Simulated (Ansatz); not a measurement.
**A hypothetical structure for ZnS3**

Starting from a made-up structure for ZnS3, the aim is the relaxed cell, its shortest contacts and, where a second run follows, its electronic structure.

Program: Ansatz 0.2.0. Level of theory: DFT, r2SCAN, plane-wave PAW, files of the set soft_1, scalar-relativistic, no spin, cell and ions relaxed at zero pressure; PAW set soft_1, in the first sound run; inputs show where later runs differ. Results are calculated unless marked as measured.

### 1. Starting point

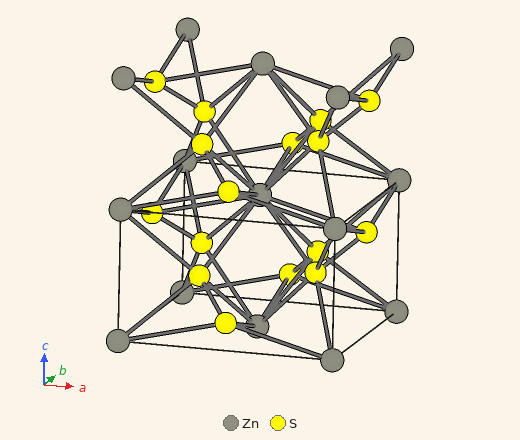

The cell as given, from a free direction (zinc grey, sulfur yellow). 1×1×2 cells are drawn. Some periodic images of atoms are drawn too.

### 2. Relaxation of the guess

The guessed cell has no reason to be at equilibrium. It is relaxed with the atoms, within the space group of the guess.

The input, input.yaml:

```yaml
crystal:
  lattice:
    - [6.559, 0.0, 0.0]
    - [0.0, 6.559, 0.0]
    - [0.0, 0.0, 3.96]
  atoms:
    - { symbol: Zn, position: [0.0, 0.0, 0.0] }
    - { symbol: Zn, position: [0.5, 0.5, 0.0] }
    - { symbol: S, position: [0.1806, 0.6806, 0.522] }
    - { symbol: S, position: [0.3194, 0.1806, 0.478] }
    - { symbol: S, position: [0.0, 0.5, 0.7897] }
    - { symbol: S, position: [0.5, 0.0, 0.2103] }
    - { symbol: S, position: [0.8194, 0.3194, 0.522] }
    - { symbol: S, position: [0.6806, 0.8194, 0.478] }
kpoints:
  mp_grid: { grid: [4, 4, 7] }
scf:
  occupations: { method: fermi_dirac, width: 0.05 }
hamiltonian:
  xc: r2scan
  pseudopotentials: { kind: paw, azcp: { folder: soft_1 } }
relax:
  f_tol: 0.015
  max_steps: 70
  cell: {}
output:
  forces: true
  stress: true
```

Launch:

```console
> ansatz run input.yaml --threads 4 --pin off --max-ram 10240MiB --backend cpu --events-out ev --progress --plain --runs-dir out
```

Numbers of over 12 decimals in the logs are rounded to 6 here.

The program printed:

```text
Engine: ansatz 0.2.0, x86_64-unknown-linux-gnu
Pseudopotentials: kind: paw
Pseudopotential: Zn, paw, valence charge 12, recommended cutoff 500 eV (meta_gga), soft_1/Zn.paw.azcp
Pseudopotential: S, paw, valence charge 6, recommended cutoff 500 eV (meta_gga), soft_1/S.paw.azcp
Functional definition: r2SCAN
  parameter k0 = 0.174
  parameter k1 = 0.065
  parameter a1 = 4.9479
  exchange = r2scan_x(k0 = k0, k1 = k1, a1 = a1)
  correlation = r2scan_c
Crystal: 8 atoms, lattice volume = 170.361 Å³
Basis set: ecut = 500 eV, 4315 PW (Γ), exchange–correlation on 192×192×120 points (64 copies of the dense FFT grid, shifted against one another)
Bands: 38, of which v1, the nominal top of the filled ones, is band 30 counted from 1 (29 counted from 0)
Symmetry: 8 space group operations
Space group: P-421m (ITA 113), of the structure as read, at distance tolerance 5.5e-5 Å
k-points: 24 of 112 (time reversal used)
Non-local potential: Zn, projectors of the file, l = 0: 2, l = 1: 2, l = 2: 3, l = 3: 1
Non-local potential: S, projectors of the file, l = 0: 2, l = 1: 2, l = 2: 1
PAW form: soft (Blöchl's): semilocal exchange-correlation on the pseudo side does not see the compensation charge
PAW frozen core: Zn, regenerated for the run's functional (the file was generated under x = pbe(κ = 0.804, μ = 0.219515), c = pbe(β = 0.066725))
PAW frozen core: S, regenerated for the run's functional (the file was generated under x = pbe(κ = 0.804, μ = 0.219515), c = pbe(β = 0.066725))
PAW one-centre angular grid: Zn, 590 points (default); XC on 160 Gauss nodes
PAW one-centre angular grid: S, 302 points (default); XC on 160 Gauss nodes
Initial density: superposition of atomic densities (chi_scale 0.1, normalization cell, long waves kept (reshape's long-wave potential 0.04 eV rms))
Initial wavefunctions: pseudopotential atomic-orbital guess
Functional: x = r2scan, c = r2scan; τ floored in thin density (d = 2e-4 eV/Å³)
SCF iter   1: F=—  HF=-12085.128298 eV  |F-HF|=—  |Δ(HF+E_count)|=         —  Δρ=6.52e-2  dr2=6.07e0  dr2_τ=9.04e-2  ethr=3.10e-3  ⟨swp⟩=7.5  Hψ=4867  notcnv=0  defer=6
preconditioner: auto → Kerker (q_TF=auto, 2.293 Å⁻¹)  [metal: Δε(μ)=0.015 eV  Ē_g=10.760 eV  σ=0.050 eV  W_gap=0.07  n_scr=38 (ndim 8)  ℏωp=22.0 eV  f_vac=0.000  D(μ)=5.04/eV (n_scr^D=38)]
SCF iter   2: F=—  HF=-12083.836534 eV  |F-HF|=—  |Δ(HF+E_count)|=    1.29e0  Δρ=2.11e-2  dr2=6.30e-1  dr2_τ=3.09e-2  ethr=3.10e-3  ⟨swp⟩=3.0  Hψ=1950  notcnv=0  defer=45
SCF iter   3: F=—  HF=-12083.744953 eV  |F-HF|=—  |Δ(HF+E_count)|=   9.16e-2  Δρ=1.40e-2  dr2=2.46e-1  dr2_τ=3.19e-3  ethr=1.05e-3  ⟨swp⟩=2.0  Hψ=1592  notcnv=0  defer=45
SCF iter   4: F=—  HF=-12083.757515 eV  |F-HF|=—  |Δ(HF+E_count)|=   1.26e-2  Δρ=5.61e-3  dr2=4.60e-2  dr2_τ=5.75e-4  ethr=4.10e-4  ⟨swp⟩=2.5  Hψ=1637  notcnv=0  defer=45
SCF iter   5: F=—  HF=-12083.767943 eV  |F-HF|=—  |Δ(HF+E_count)|=   1.04e-2  Δρ=1.62e-3  dr2=6.43e-3  dr2_τ=4.46e-4  ethr=7.66e-5  ⟨swp⟩=2.0  Hψ=1744  notcnv=0  defer=45
SCF iter   6: F=—  HF=-12083.768253 eV  |F-HF|=—  |Δ(HF+E_count)|=   3.10e-4  Δρ=7.29e-4  dr2=8.03e-4  dr2_τ=1.27e-5  ethr=1.07e-5  ⟨swp⟩=2.5  Hψ=1607  notcnv=0  defer=45
SCF iter   7: F=—  HF=-12083.768611 eV  |F-HF|=—  |Δ(HF+E_count)|=   3.57e-4  Δρ=1.57e-4  dr2=7.57e-5  dr2_τ=1.99e-6  ethr=1.34e-6  ⟨swp⟩=2.9  Hψ=1585  notcnv=0  defer=45
SCF iter   8: F=—  HF=-12083.768672 eV  |F-HF|=—  |Δ(HF+E_count)|=   6.17e-5  Δρ=8.33e-5  dr2=1.32e-5  dr2_τ=4.53e-7  ethr=1.26e-7  ⟨swp⟩=2.9  Hψ=1555  notcnv=0  defer=45
SCF iter   9: F=—  HF=-12083.768673 eV  |F-HF|=—  |Δ(HF+E_count)|=   1.02e-6  Δρ=1.78e-5  dr2=9.33e-7  dr2_τ=3.86e-8  ethr=2.20e-8  ⟨swp⟩=2.5  Hψ=1412  notcnv=0  defer=45
SCF iter  10: F=-12083.768673 eV  HF=-12083.768673 eV  |F-HF|=9.38e-9  |Δ(HF+E_count)|=   1.62e-7  Δρ=4.31e-6  dr2=5.36e-8  dr2_τ=1.48e-9  ethr=1.67e-10  ⟨swp⟩=4.0  Hψ=4315  notcnv=0
SCF 1 converged in 10 iterations: F = -12083.768673 eV  dr2 = 5.36e-8
  greatest PAW one-centre occupation: 0.987 electrons in one spin orbital (limit 2), on the Zn atom at site 1 (counted from 0), in its partial waves of l = 2
relax step   1: F+E_penalty+E_count = -12083.76867348 eV  Δ(F+E_penalty+E_count) = +0.000e0 eV  max|allowed force component| = 7.487e-1 eV/Å  Δτ_max = 0.0000 Å  P = -1.270 GPa  Ω = 170.361 Å³  (10 SCF iters, dr2 threshold 1.00e-7 eV, accepted)
Crystal: 8 atoms, lattice volume = 162.646 Å³
Basis set: ecut = 500 eV, 4097 PW (Γ), exchange–correlation on 192×192×120 points (64 copies of the dense FFT grid, shifted against one another)
Initial density: handed on by an earlier stage of this run
Initial wavefunctions: those handed on with the density
iter 1 solved again at ethr=6.85e-5 eV; its pass at ethr=3.10e-3 eV (dr2=4.11e-2 eV) is discarded
SCF iter   1: F=—  HF=-12084.228334 eV  |F-HF|=—  |Δ(HF+E_count)|=         —  Δρ=5.48e-3  dr2=4.00e-2  dr2_τ=7.33e-2  ethr=6.85e-5  ⟨swp⟩=2.6  Hψ=6083  notcnv=0
preconditioner: auto → Kerker (q_TF=auto, 2.311 Å⁻¹)  [metal: Δε(μ)=0.193 eV  Ē_g=9.988 eV  σ=0.050 eV  W_gap=0.49  n_scr=38 (ndim 8)  ℏωp=22.6 eV  f_vac=0.000  D(μ)=5.30/eV (n_scr^D=38)]
SCF iter   2: F=—  HF=-12084.328559 eV  |F-HF|=—  |Δ(HF+E_count)|=   1.00e-1  Δρ=3.40e-3  dr2=1.30e-2  dr2_τ=6.59e-4  ethr=6.67e-5  ⟨swp⟩=2.9  Hψ=1905  notcnv=0
preconditioner: auto → Resta (q_TF=auto, 2.311 Å⁻¹)  ε∞=6.1  [insulator: Δε(μ)=0.270 eV  Ē_g=9.988 eV  σ=0.050 eV  W_gap=0.53  n_scr=38 (ndim 8)  ℏωp=22.6 eV  f_vac=0.000  D(μ)=5.42/eV (n_scr^D=38)  ε∞_Penn≈6.1]
SCF iter   3: F=—  HF=-12084.328853 eV  |F-HF|=—  |Δ(HF+E_count)|=   2.93e-4  Δρ=1.48e-3  dr2=2.41e-3  dr2_τ=6.24e-5  ethr=2.16e-5  ⟨swp⟩=2.0  Hψ=1544  notcnv=0
SCF iter   4: F=—  HF=-12084.329495 eV  |F-HF|=—  |Δ(HF+E_count)|=   6.42e-4  Δρ=6.25e-4  dr2=3.84e-4  dr2_τ=6.75e-6  ethr=4.01e-6  ⟨swp⟩=2.8  Hψ=1837  notcnv=0
SCF iter   5: F=—  HF=-12084.329362 eV  |F-HF|=—  |Δ(HF+E_count)|=   1.33e-4  Δρ=1.71e-4  dr2=4.21e-5  dr2_τ=1.11e-6  ethr=6.40e-7  ⟨swp⟩=2.3  Hψ=1397  notcnv=0
SCF iter   6: F=—  HF=-12084.329374 eV  |F-HF|=—  |Δ(HF+E_count)|=   1.15e-5  Δρ=3.93e-5  dr2=2.55e-6  dr2_τ=4.36e-8  ethr=7.01e-8  ⟨swp⟩=2.0  Hψ=1528  notcnv=0
SCF iter   7: F=-12084.329375 eV  HF=-12084.329375 eV  |F-HF|=3.73e-8  |Δ(HF+E_count)|=   1.66e-6  Δρ=1.11e-5  dr2=1.45e-7  dr2_τ=5.27e-9  ethr=1.33e-9  ⟨swp⟩=5.2  Hψ=3921  notcnv=0
SCF 2 converged in 7 iterations: F = -12084.329375 eV  dr2 = 1.45e-7
[...]
relax step   9: F+E_penalty+E_count = -12087.28005949 eV  Δ(F+E_penalty+E_count) = -2.540e-1 eV  max|allowed force component| = 9.476e-1 eV/Å  Δτ_max = 0.1951 Å  P = +2.390 GPa  Ω = 162.487 Å³  energy of the carried Pulay correction = +1.683e-3 eV  (8 SCF iters, dr2 threshold 8.00e-7 eV, accepted)
relax step  10: F+E_penalty+E_count = -12087.50584706 eV  Δ(F+E_penalty+E_count) = -2.258e-1 eV  max|allowed force component| = 2.166e-1 eV/Å  Δτ_max = 0.1945 Å  P = +0.592 GPa  Ω = 167.781 Å³  energy of the carried Pulay correction = +5.428e-4 eV  (8 SCF iters, dr2 threshold 8.00e-7 eV, accepted)
relax step  11: F+E_penalty+E_count = -12087.66647624 eV  Δ(F+E_penalty+E_count) = -1.606e-1 eV  max|allowed force component| = 7.822e-2 eV/Å  Δτ_max = 0.1931 Å  P = -0.172 GPa  Ω = 173.848 Å³  energy of the carried Pulay correction = -7.206e-4 eV  (8 SCF iters, dr2 threshold 8.00e-7 eV, accepted)
relax step  12: F+E_penalty+E_count = -12087.67932328 eV  Δ(F+E_penalty+E_count) = -1.285e-2 eV  max|allowed force component| = 8.740e-2 eV/Å  Δτ_max = 0.0585 Å  P = +1.098 GPa  Ω = 173.675 Å³  energy of the carried Pulay correction = -6.853e-4 eV  (7 SCF iters, dr2 threshold 8.00e-7 eV, accepted)
relax step  13: F+E_penalty+E_count = -12087.70538944 eV  Δ(F+E_penalty+E_count) = -2.607e-2 eV  max|allowed force component| = 1.133e-1 eV/Å  Δτ_max = 0.0899 Å  P = -0.106 GPa  Ω = 180.167 Å³  energy of the carried Pulay correction = -1.990e-3 eV  (7 SCF iters, dr2 threshold 8.00e-7 eV, accepted)
relax step  14: F+E_penalty+E_count = -12087.70800420 eV  Δ(F+E_penalty+E_count) = -2.615e-3 eV  max|allowed force component| = 1.114e-2 eV/Å  Δτ_max = 0.0250 Å  P = +0.060 GPa  Ω = 180.730 Å³  energy of the carried Pulay correction = -2.101e-3 eV  (6 SCF iters, dr2 threshold 8.00e-7 eV, accepted)
relax step  15: F+E_penalty+E_count = -12087.70876517 eV  Δ(F+E_penalty+E_count) = -7.610e-4 eV  max|allowed force component| = 7.681e-3 eV/Å  Δτ_max = 0.0068 Å  P = +0.033 GPa  Ω = 181.874 Å³  energy of the carried Pulay correction = -2.325e-3 eV  (7 SCF iters, dr2 threshold 6.38e-8 eV, accepted)
relax step  16: F+E_penalty+E_count = -12087.70883908 eV  Δ(F+E_penalty+E_count) = -7.391e-5 eV  max|allowed force component| = 4.564e-3 eV/Å  Δτ_max = 0.0039 Å  P = +0.015 GPa  Ω = 182.800 Å³  energy of the carried Pulay correction = -2.506e-3 eV  (7 SCF iters, dr2 threshold 1.73e-8 eV, accepted)
Basis set: ecut = 500 eV, 4635 PW (Γ), exchange–correlation on 192×192×128 points (64 copies of the dense FFT grid, shifted against one another)
Initial wavefunctions: pseudopotential atomic-orbital guess (no wavefunctions were taken with the density)
iter 1 solved again at ethr=1.48e-6 eV; its pass at ethr=3.10e-3 eV (dr2=8.86e-4 eV) is discarded
SCF iter   1: F=—  HF=-12087.711974 eV  |F-HF|=—  |Δ(HF+E_count)|=         —  Δρ=2.04e-4  dr2=1.32e-5  dr2_τ=1.30e-5  ethr=1.48e-6  ⟨swp⟩=3.7  Hψ=7789  notcnv=0
preconditioner: auto → Resta (q_TF=auto, 2.266 Å⁻¹)  ε∞=5.2  [insulator: Δε(μ)=1.614 eV  Ē_g=10.358 eV  σ=0.050 eV  W_gap=1.00  n_scr=38 (ndim 8)  ℏωp=21.3 eV  f_vac=0.088  D(μ)=0.00/eV (n_scr^D=0)  ε∞_Penn≈5.2]
SCF iter   2: F=—  HF=-12087.712487 eV  |F-HF|=—  |Δ(HF+E_count)|=   5.14e-4  Δρ=1.60e-4  dr2=1.62e-5  dr2_τ=4.13e-6  ethr=2.21e-8  ⟨swp⟩=2.0  Hψ=1597  notcnv=0
SCF iter   3: F=—  HF=-12087.712527 eV  |F-HF|=—  |Δ(HF+E_count)|=   3.98e-5  Δρ=5.88e-5  dr2=2.65e-6  dr2_τ=1.91e-7  ethr=2.21e-8  ⟨swp⟩=2.0  Hψ=1478  notcnv=0
SCF iter   4: F=—  HF=-12087.712625 eV  |F-HF|=—  |Δ(HF+E_count)|=   9.81e-5  Δρ=5.55e-6  dr2=1.85e-8  dr2_τ=3.44e-9  ethr=4.42e-9  ⟨swp⟩=2.0  Hψ=1476  notcnv=0
SCF iter   5: F=—  HF=-12087.712625 eV  |F-HF|=—  |Δ(HF+E_count)|=   1.30e-7  Δρ=2.51e-6  dr2=4.16e-9  dr2_τ=1.09e-9  ethr=3.09e-11  ⟨swp⟩=2.7  Hψ=1642  notcnv=0
SCF iter   6: F=—  HF=-12087.712625 eV  |F-HF|=—  |Δ(HF+E_count)|=   7.50e-9  Δρ=5.90e-7  dr2=1.89e-10  dr2_τ=1.29e-10  ethr=6.94e-12  ⟨swp⟩=2.1  Hψ=1486  notcnv=0
SCF iter   7: F=-12087.712625 eV  HF=-12087.712625 eV  |F-HF|=5.46e-12  |Δ(HF+E_count)|=  8.40e-10  Δρ=9.70e-8  dr2=1.68e-11  dr2_τ=1.68e-12  ethr=1.00e-12  ⟨swp⟩=5.5  Hψ=3860  notcnv=0
SCF 17 converged in 7 iterations: F = -12087.712625 eV  dr2 = 1.68e-11
relax step  17: F+E_penalty+E_count = -12087.71262540 eV  Δ(F+E_penalty+E_count) = -3.786e-3 eV  max|allowed force component| = 4.510e-3 eV/Å  Δτ_max = 0.0000 Å  P = +0.030 GPa  Ω = 182.800 Å³  stress off target by 4.47e-2 GPa  SCF on the basis re-selected at this cell (its energy is not comparable with the rows above)  (7 SCF iters)
basis re-selected at this cell: Δ(F+E_penalty+E_count) = -3.786e-3 eV, ΔP = +0.015 GPa vs the last step (what re-selecting the basis moved, of the pressure what is left beyond the Pulay correction that the steps carried, after the strain that the cell walked since its last selection, with what the two solves' SCF thresholds leave and, on support functions, any second-order correction that the steps lacked; it is no measure of the basis error at this ecutwfc). The dense FFT grid was sized anew with the basis: this SCF ran on 48×48×32 points, the steps before it on 48×48×30, so part of this shift can come from that change (see relax.cell in the input reference). [rest of the remark cut]
SCF converged after 7 iterations
Free energy (F): -12087.712625 eV
Harris-Foulkes:  -12087.712625 eV  (|F-HF|=5.46e-12)
Internal energy: -12087.712625 eV  (E = F + TS)
E sigma→0 (E₀):  -12087.712625 eV
Entropy (-TS):   -0.000000 eV (-0.000 meV/atom)
Fermi energy:    4.961963 eV
--- Per-component energies (eV) ---
  E_band       = -124.866966
  E_kinetic    = 920.192745
  E_local      = -5776.399792  (includes V_loc(G=0)·N_el)
  E_nonlocal   = 1861.316521
  E_hartree    = 2202.531795
  E_xc         = -639.275907
  E_vxc        = -632.174830  (∫ρ·V_xc dr)
  E_paw        = -7535.530887  (= ΣΔE_a)
  E_vpaw       = -934.156144  (= ΣTr[D̂ρ^β])
  E_aug_tail   = 0.000148  (compensation charges beyond the density's cutoff)
  E_vtau       = 31.290794  (kinetic-family band-sum trace: ∫τ·v_τ [+ j·A + Jᵃ·Aᵃ] dr)
  E_ewald      = -3119.523415
  E_core_change = -1.023834  (= ΣΔE_core)
  E_smearing   = -0.000000  (= −TS)
  E_closure    = -0.000000  (closes the sum)
  Σ components = -12087.712625   (vs F -12087.712625, Δ=0.00e0)
--- Forces (eV/Å), atoms counted from 1 ---
  atom   1  Zn     0.00000000     0.00000000    -0.00000000
  atom   2  Zn    -0.00000000    -0.00000000     0.00000000
  atom   3  S      0.00181537     0.00181537    -0.00163302
  atom   4  S     -0.00181537     0.00181537     0.00163302
  atom   5  S     -0.00000000     0.00000000     0.00450979
  atom   6  S     -0.00000000     0.00000000    -0.00450979
  atom   7  S     -0.00181537    -0.00181537    -0.00163302
  atom   8  S      0.00181537    -0.00181537     0.00163302
  max |Σ_I F_I| component: 6.81e-17 eV/Å
--- Stress (GPa, compression-positive) ---
        0.022053       0.000000       0.000000
        0.000000       0.022053      -0.000000
        0.000000      -0.000000       0.044673
  P = ⅓ Tr σ = 0.0296 GPa (0.296 kbar)
--- Relaxed structure (16 steps of the walk, 16 accepted, 1 SCFs on fresh bases) ---
  F+E_penalty+E_count = -12087.71262540 eV   max|allowed force component| = 4.510e-3 eV/Å   (the final SCF, on the basis selected at the relaxed cell)
  cell:  # Å, volume = 182.8003 Å³
    - [6.530265, 0, 0.0]
    - [0, 6.530265, 0]
    - [0.0, 0, 4.286624]
  atoms:
    - { symbol: Zn, position: [0, -4.84535389251126e-19, 1.0403960241022516e-18] }
    - { symbol: Zn, position: [0.500000, 0.500000, 1.0403960241022516e-18] }
    - { symbol: S, position: [0.182902, 0.682902, 0.907779] }
    - { symbol: S, position: [0.317098, 0.182902, 0.092221] }
    - { symbol: S, position: [0, 0.500000, 1.185648] }
    - { symbol: S, position: [0.500000, -4.845353892511256e-19, -0.185648] }
    - { symbol: S, position: [0.817098, 0.317098, 0.907779] }
    - { symbol: S, position: [0.682902, 0.817098, 0.092221] }
```

It took 37 s on 4 threads of AMD EPYC 9B45 (Zen 5), shared host; peak memory 0.86 GiB.

Relaxation path:

```tsv
step	energy less that of the first step (eV)	largest force component (eV/Å)	pressure (GPa)	volume (Å³)
1	0.0000	0.7487	-1.27	170.36
2	-0.5607	0.5065	-2.44	162.65
3	-0.9541	0.3624	-1.30	150.47
4	-1.3533	0.6558	1.61	138.52
5	-1.9133	0.6971	2.19	137.84
6	-2.5179	0.5187	1.39	143.32
7	-2.9568	0.3317	1.39	149.63
8	-3.2574	0.6705	1.97	156.17
9	-3.5114	0.9476	2.39	162.49
10	-3.7372	0.2166	0.59	167.78
11	-3.8978	0.0782	-0.17	173.85
12	-3.9106	0.0874	1.10	173.68
13	-3.9367	0.1133	-0.11	180.17
14	-3.9393	0.0111	0.06	180.73
15	-3.9401	0.0077	0.03	181.87
16	-3.9402	0.0046	0.01	182.80
17*	-3.9440	0.0045	0.03	182.80
```

Relaxation steps marked * repeat the geometry before them on a plane-wave basis chosen anew for their cell, so energy and pressure can jump there.

The run keeps the 8 symmetry operations that it works with, so distortions that break them were not tested.

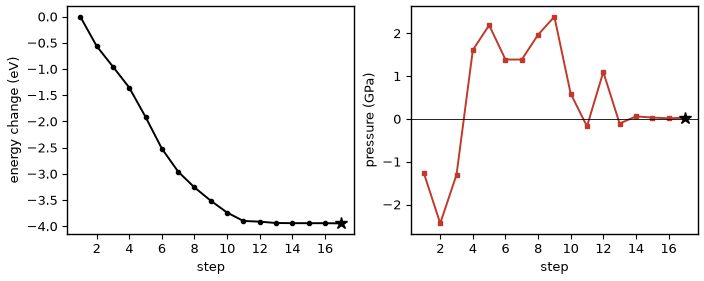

Energy and pressure along the relaxation. Stars mark steps on a basis chosen anew.

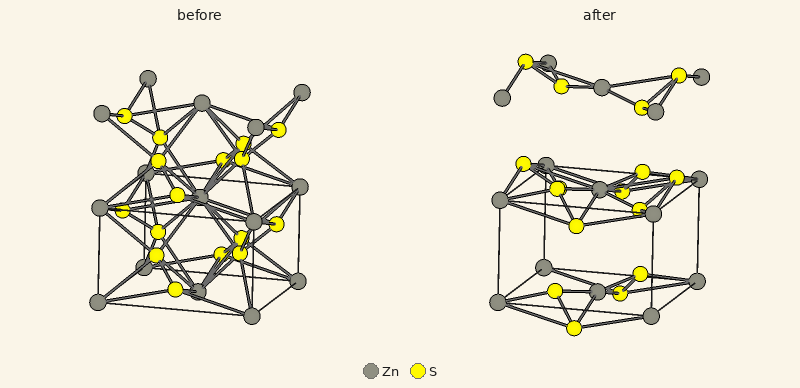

The structure before and after the relaxation, drawn at the same scale.

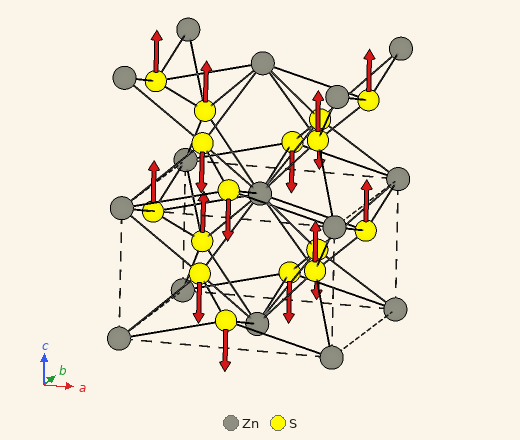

Displacements in the relaxation, scaled, measured against the changing cell; the longest in the cell stands for 1.70 Å. 1×1×2 cells are drawn. Some periodic images of atoms are drawn too.

```tsv
conventional cell, symmetrised	before	after	change
a (Å)	6.559	6.530	-0.4 %
b (Å)	6.559	6.530	-0.4 %
c (Å)	3.960	4.287	+8.2 %
volume (Å³/atom)	21.30	22.85	+7.3 %
```

The atoms that moved most (Å, as changes of fractional coordinates times the final cell):

```tsv
atom	dx	dy	dz	length
S5	0.000	0.000	1.697	1.697
S6	0.000	0.000	-1.697	1.697
S3	0.015	0.015	1.654	1.654
S7	-0.015	-0.015	1.654	1.654
S4	-0.015	0.015	-1.654	1.654
S8	0.015	-0.015	-1.654	1.654
```

Numbers from this step:

| Property | Result |
| --- | --- |
| free energy | -12087.7126 eV |
| Fermi energy | 4.962 eV |
| gap by band count | 1.614 eV |
| electrons | 60 |
| symmetry operations | 8 |
| pressure | 0.02959 GPa |

The shortest distance of each pair, which need not be the same contact before and after:

```tsv
pair	guess (Å)	relaxed (Å)
S–S	1.982	2.067
S–Zn	3.062	2.423
Zn–Zn	3.960	4.287
```

The relaxation ends with a largest force component of 0.0045 eV/Å and a pressure of 0.03 GPa.

(Continued in part 2 of 2.)

[Logs are printed without paths, hosts, clocks, repeated set-up lines and the standing remarks that a program may print on its own settings, such as how far it seeks lower states.]

[Hosts, paths, dates, database ids (printed as entryN), source tags and the programs' standing remarks are cut or masked in the printed files.]
